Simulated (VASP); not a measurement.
# KF (Carobbiite): cell size against the level of theory

How close do the usual functionals, with and without dispersion, come to the cell of KF (Carobbiite)? The levels: LDA, PBE, r2SCAN, PBE + D3(BJ), r2SCAN + rVV10, BLYP + D3(BJ), revPBE + D3(BJ) and PBE + D4. The start is a cell from a database of measured crystal structures.

Main program and level: VASP 6.6.1; LDA; plane waves and PAW (K_sv, F), in the first sound run; inputs show where later runs differ.

## 1. Starting point

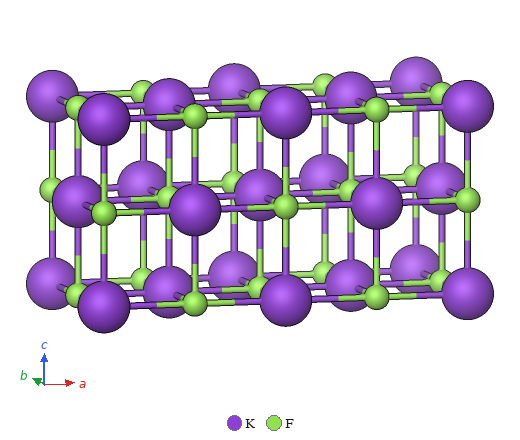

Start, viewed slightly off an axis; potassium purple, fluorine green. 2×1×1 cells are drawn. This picture shows the conventional cell, with its axes. Some periodic images of atoms are drawn too.

Coordinates:

```cif
data_structure
_symmetry_space_group_name_H-M 'Fm-3m'
_symmetry_Int_Tables_number 225
_cell_length_a 5.3437
_cell_length_b 5.3437
_cell_length_c 5.3437
_cell_angle_alpha 90.000
_cell_angle_beta 90.000
_cell_angle_gamma 90.000
_cell_volume 152.59
loop_
_atom_site_label
_atom_site_type_symbol
_atom_site_symmetry_multiplicity
_atom_site_Wyckoff_symbol
_atom_site_fract_x
_atom_site_fract_y
_atom_site_fract_z
_atom_site_occupancy
K1 K 4 a 0.00000 0.00000 0.00000 1
F1 F 4 b 0.50000 0.00000 0.00000 1
```

## 2. Relaxation with LDA

Properties are meant for the cell that this level of theory prefers, so cell and atoms are relaxed first (ISIF = 3) until forces and stress are small; EDIFFG sets the threshold. LDA, the lowest rung, knows the local density alone.

Contents of INCAR:

```
SYSTEM = KF
PREC = Accurate
ENCUT = 560
EDIFF = 1E-06
NELM = 100
ISMEAR = -1
SIGMA = 0.05
LREAL = .FALSE.
ALGO = Normal
GGA = CA
NBANDS = 14
LORBIT = 11
LWAVE = .FALSE.
LCHARG = .FALSE.
KPAR = 2
IBRION = 2
NSW = 60
ISIF = 3
EDIFFG = -0.01
```

Contents of POSCAR:

```
KF
1.0
    0.0000000000      2.6718500000      2.6718500000
    2.6718500000      0.0000000000      2.6718500000
    2.6718500000      2.6718500000      0.0000000000
K F
1 1
Direct
    0.0000000000      0.0000000000      0.0000000000
    0.5000000000      0.5000000000      0.5000000000
```

Contents of KPOINTS:

```
Automatic mesh
0
Gamma
7 7 7
0 0 0
```

Potentials, in the order of the species: K_sv and F (PBE family, release 64).

Command:

```console
mpirun -np 2 vasp_std
```

What it wrote:

```text
[banner, memory and clock lines left out]
running    2 mpi-ranks, on    1 nodes
 distrk:  each k-point on    1 cores,    2 groups
 distr:  one band on    1 cores,    1 groups

 POSCAR found type information on POSCAR K F
 POSCAR found :  2 types and       2 ions
|                                                                             |
|               ----> ADVICE to this user running VASP <----                  |
|                                                                             |
|     You enforced a specific xc type in the INCAR file but a different       |
|     [... a line on the potential file left out ...]
|     I HOPE YOU KNOW WHAT YOU ARE DOING!                                     |
|                                                                             |

 LDA part: xc-table for (Slater(with rela. corr.)+CA(PZ))
 , standard interpolation
 POSCAR, INCAR and KPOINTS ok, starting setup
 FFT: planning ... GRIDC
 FFT: planning ... GRID_SOFT
 FFT: planning ... GRID
 WAVECAR not read
 entering main loop
       N       E                     dE             d eps       ncg     rms          rms(c)
DAV:   1     0.112582850401E+03    0.11258E+03   -0.86166E+03   560   0.118E+03
DAV:   2    -0.552710107433E+01   -0.11811E+03   -0.10951E+03   734   0.296E+02
DAV:   3    -0.101053266034E+02   -0.45782E+01   -0.45531E+01   698   0.534E+01
DAV:   4    -0.102373904263E+02   -0.13206E+00   -0.13202E+00   772   0.806E+00
DAV:   5    -0.102382444267E+02   -0.85400E-03   -0.85391E-03   698   0.792E-01    0.578E+00
DAV:   6    -0.920244133618E+01    0.10358E+01   -0.29725E+00   608   0.148E+01    0.452E+00
DAV:   7    -0.914700777990E+01    0.55434E-01   -0.93597E-02   676   0.253E+00    0.265E+00
DAV:   8    -0.911712577738E+01    0.29882E-01   -0.52546E-02   682   0.227E+00    0.240E-01
DAV:   9    -0.911747191850E+01   -0.34614E-03   -0.40507E-03   652   0.573E-01    0.988E-02
DAV:  10    -0.911750178045E+01   -0.29862E-04   -0.33636E-04   672   0.173E-01    0.627E-02
DAV:  11    -0.911755322834E+01   -0.51448E-04   -0.44603E-05   602   0.585E-02    0.137E-02
DAV:  12    -0.911754710875E+01    0.61196E-05   -0.18858E-05   632   0.402E-02    0.473E-03
DAV:  13    -0.911754690608E+01    0.20267E-06   -0.10799E-06   520   0.102E-02
   1 F= -.91175469E+01 E0= -.91175469E+01  d E =-.911755E+01
 curvature:   0.00 expect dE= 0.000E+00 dE for cont linesearch  0.000E+00
 trial: gam= 0.00000 g(F)=  0.103E-59 g(S)=  0.465E-01 ort = 0.000E+00 (trialstep = 0.100E+01)
 search vector abs. value=  0.465E-01
 bond charge predicted
       N       E                     dE             d eps       ncg     rms          rms(c)
DAV:   1    -0.970365856417E+01   -0.58611E+00   -0.10008E+01   716   0.322E+01    0.564E+00
DAV:   2    -0.921498243542E+01    0.48868E+00   -0.18583E+00   638   0.125E+01    0.165E+00
DAV:   3    -0.915828033921E+01    0.56702E-01   -0.11717E-01   946   0.341E+00    0.906E-01
DAV:   4    -0.915062643230E+01    0.76539E-02   -0.29141E-02  1034   0.127E+00    0.823E-01
DAV:   5    -0.915204813184E+01   -0.14217E-02   -0.40134E-03   870   0.411E-01    0.868E-02
DAV:   6    -0.915203643987E+01    0.11692E-04   -0.48578E-04   798   0.211E-01    0.590E-02
DAV:   7    -0.915207032844E+01   -0.33889E-04   -0.68240E-05   876   0.557E-02    0.287E-03
DAV:   8    -0.915207022728E+01    0.10116E-06   -0.11337E-06   534   0.991E-03
   2 F= -.91520702E+01 E0= -.91520702E+01  d E =-.345233E-01
[...]
3 F= -.91593834E+01 E0= -.91593834E+01  d E =-.418365E-01
 curvature:  -0.85 expect dE=-0.924E-04 dE for cont linesearch -0.924E-04
 ZBRENT: extrapolating
 opt :   1.6819  next Energy=    -9.159467 (dE=-0.419E-01)
 bond charge predicted
       N       E                     dE             d eps       ncg     rms          rms(c)
DAV:   1    -0.916251443339E+01   -0.31311E-02   -0.55977E-02   716   0.241E+00    0.424E-01
DAV:   2    -0.915980165158E+01    0.27128E-02   -0.98506E-03   662   0.925E-01    0.111E-01
DAV:   3    -0.915949689450E+01    0.30476E-03   -0.61287E-04   982   0.246E-01    0.888E-02
DAV:   4    -0.915945898700E+01    0.37908E-04   -0.13007E-04  1048   0.843E-02    0.734E-02
DAV:   5    -0.915946651629E+01   -0.75293E-05   -0.21838E-05   890   0.216E-02    0.739E-03
DAV:   6    -0.915946736920E+01   -0.85291E-06   -0.16778E-06   798   0.101E-02
   4 F= -.91594674E+01 E0= -.91594674E+01  d E =-.419205E-01
 curvature:  -0.76 expect dE=-0.182E-06 dE for cont linesearch -0.182E-06
 trial: gam=-0.00226 g(F)=  0.102E-59 g(S)=  0.239E-06 ort = 0.105E-03 (trialstep = 0.114E+01)
 search vector abs. value=  0.101E-09
 reached required accuracy - stopping structural energy minimisation
```

It took 19 s on 2 MPI ranks of AMD EPYC 7R43, shared host; peak memory 0.25 GiB.

Lines that name or quote the potential files are left out of all logs, and their timing lines are given in words.

From OUTCAR (step 2):

```text
ion  position               nearest neighbor table
   1  0.000  0.000  0.000-   2 2.67   2 2.67   2 2.67   2 2.67   2 2.67   2 2.67
   2  0.500  0.500  0.500-   1 2.67   1 2.67   1 2.67   1 2.67   1 2.67   1 2.67

  LATTYP: Found a face centered cubic cell.
 ALAT       =     5.3437000000

 Subroutine GETGRP returns: Found 48 space group operations
 (whereof 48 operations were pure point group operations)

The static configuration has the point symmetry O_h .

 Found     20 irreducible k-points:

   k-points           NKPTS =     20   k-points in BZ     NKDIM =     20   number of bands    NBANDS=     14

   dimension x,y,z NGX =    30 NGY =   30 NGZ =   30
   dimension x,y,z NGXF=    60 NGYF=   60 NGZF=   60

   ENCUT  =  560.0 eV  41.16 Ry    6.42 a.u.   7.29  7.29  7.29*2*pi/ulx,y,z

   NELECT =      16.0000    total number of electrons

 k-points in reciprocal lattice and weights: Automatic mesh
   0.00000000  0.00000000  0.00000000       0.003
   0.14285714  0.00000000  0.00000000       0.023
   0.28571429  0.00000000  0.00000000       0.023
   0.42857143  0.00000000  0.00000000       0.023
   0.14285714  0.14285714  0.00000000       0.017
   0.28571429  0.14285714  0.00000000       0.070
   0.42857143  0.14285714  0.00000000       0.070
  -0.42857143  0.14285714  0.00000000       0.070
  -0.28571429  0.14285714  0.00000000       0.070
[...]
-0.42857143  0.42857143  0.14285714       0.070
  -0.28571429  0.42857143  0.14285714       0.070

 average (electrostatic) potential at core
       1 -35.3144       2 -77.6111

 E-fermi :  -1.7899

 k-point     1 :       0.0000    0.0000    0.0000
  band No.  band energies     occupation
    ...
      4     -11.7207      2.00000
      5     -11.7207      2.00000
      6      -2.9653      2.00000
      7      -2.9653      2.00000
      8      -2.9653      2.00000
      9       3.3606      0.00000
     10       7.8083      0.00000
     11       7.8083      0.00000
     12       7.8083      0.00000
     13       9.6941      0.00000
    ...

 k-point     2 :       0.1429    0.0000    0.0000
  band No.  band energies     occupation
    ...
      4     -11.7292      2.00000
      5     -11.7292      2.00000
      6      -3.1863      2.00000
      7      -3.0563      2.00000
      8      -3.0563      2.00000
      9       3.9790      0.00000
     10       7.4549      0.00000
     11       8.1197      0.00000
     12       8.1197      0.00000
     13       9.9308      0.00000
    ...

 k-point     3 :       0.2857    0.0000    0.0000
  band No.  band energies     occupation
    ...
      4     -11.7477      2.00000
      5     -11.7477      2.00000
      6      -3.6063      2.00000
      7      -3.2537      2.00000
      8      -3.2537      2.00000
      9       5.3580      0.00000
     10       7.1587      0.00000
     11       8.8510      0.00000
     12       8.8510      0.00000
     13      10.6456      0.00000
    ...

  Total       -0.0018163     -0.0018163     -0.0018163     -0.0000000      0.0000000     -0.0000000
  in kB       -0.0842420     -0.0842420     -0.0842420     -0.0000000      0.0000000     -0.0000000
  external PRESSURE =      -0.0842420 kB  Pullay stress =       0.0000000 kB

  energy-cutoff  :      560.00
  volume of cell :       34.54
      direct lattice vectors                 reciprocal lattice vectors
     0.000000000  2.584913411  2.584913411    -0.193430077  0.193430077  0.193430077
     2.584913411  0.000000000  2.584913411     0.193430077 -0.193430077  0.193430077
     2.584913411  2.584913411 -0.000000000     0.193430077  0.193430077 -0.193430077

 POSITION                                       TOTAL-FORCE (eV/Angst)
 -----------------------------------------------------------------------------------
      2.58491      2.58491      5.16983        -0.000000     -0.000000     -0.000000
      2.58491      2.58491      2.58491         0.000000      0.000000      0.000000
 -----------------------------------------------------------------------------------
    total drift:                                0.000000      0.000000      0.000000

  FREE ENERGIE OF THE ION-ELECTRON SYSTEM (eV)
  ---------------------------------------------------
  free  energy   TOTEN  =        -9.1594673692 eV

  energy  without entropy=       -9.1594673692  energy(sigma->0) =       -9.15946737

 reached required accuracy - stopping structural energy minimisation

 total charge
# of ion       s       p       d       tot
------------------------------------------
    1        1.957   5.534   0.043   7.534
    2        1.718   4.338   0.000   6.056
--------------------------------------------------
tot          3.675   9.872   0.043  13.590

[... 3 further parts left out ...]
```

CONTCAR:

```
KF
   1.00000000000000
     0.0000000000000000    2.5849134106670739    2.5849134106670739
     2.5849134106670739    0.0000000000000000    2.5849134106670739
     2.5849134106670739    2.5849134106670739   -0.0000000000000000
  K               F
     1     1
Direct
     1.0000000000000000    1.0000000000000000    0.0000000000000000
     0.5000000000000000    0.5000000000000000    0.5000000000000000
```

The gap is read on the k-mesh alone, so it is an upper bound where the band edges lie off the mesh. The PAW data sets were made with PBE, though LDA sets exist; this is a small mismatch. After so large a change of volume the plane waves of the start cell no longer fit, so the final stress carries a basis-set error. The run keeps the 48 symmetry operations of its start, so it cannot find a distortion of lower symmetry.

Relaxation path:

| step | energy less that of the first step (eV) | largest force (eV/Å) | pressure (GPa) | volume (Å³) |
| --- | --- | --- | --- | --- |
| 1 | 0.0000 | 0.0000 | -3.37 | 38.15 |
| 2 | -0.0345 | 0.0000 | -1.59 | 35.98 |
| 3 | -0.0418 | 0.0000 | -0.18 | 34.70 |
| 4 | -0.0419 | 0.0000 | -0.01 | 34.54 |

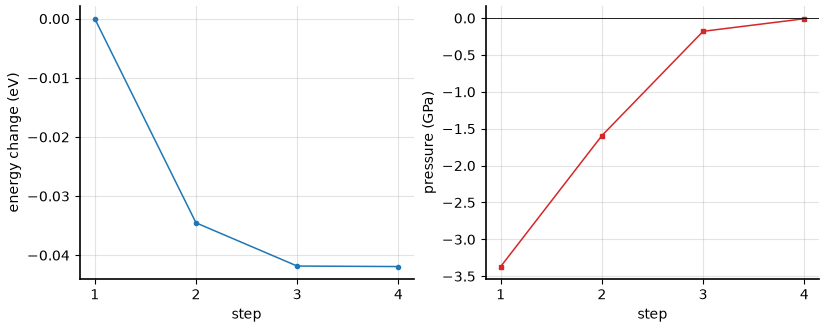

Energy and pressure along the relaxation.

| conventional cell, symmetrised | before | after | change |
| --- | --- | --- | --- |
| a (Å) | 5.344 | 5.170 | -3.3 % |
| b (Å) | 5.344 | 5.170 | -3.3 % |
| c (Å) | 5.344 | 5.170 | -3.3 % |
| volume (Å³/atom) | 19.07 | 17.27 | -9.4 % |

Final coordinates:

```xyz
2
Lattice="0.0000 2.5849 2.5849 2.5849 0.0000 2.5849 2.5849 2.5849 0.0000" Properties=species:S:1:pos:R:3 pbc="T T T"
K     0.0000    0.0000    0.0000
F     2.5849    2.5849    2.5849
```

Numbers from this step:

* electrons: 16
* bands: 14
* irreducible k-points: 20
* symmetry operations: 48
* free energy (TOTEN): -9.159 eV
* Fermi energy: -1.790 eV
* pressure: -0.008424 GPa
* metallic: no
* valence top at k: 0, 0, 0
* conduction bottom at k: 0, 0, 0
* least direct gap at k: 0, 0, 0
* SCF cycles over all ionic steps: 35
* gap on the k-mesh: 6.326 eV
* least direct gap on the k-mesh: 6.326 eV

It ends with forces that vanish by symmetry and a pressure of -0.01 GPa. The volume lies -9.4 % from that of the database's start, which holds the thermal and zero-point expansion of its experiment. LDA is known to overbind. The conventional cell has a = 5.170 Å.

[end of part 1 of 3]

[Lines on the potential files, build, host, timing and source positions are cut from VASP's logs without a mark.]

[Logs are printed without paths, hosts, clocks, repeated set-up lines and the standing remarks that a program may print on its own settings, such as how far it seeks lower states.]

[Hosts, paths, dates, database ids (printed as entryN), source tags and the programs' standing remarks are cut or masked in the printed files.]

[Measured values are set beside computed ones only where the two were judged alike; some that the calculation misses by far are left out.]
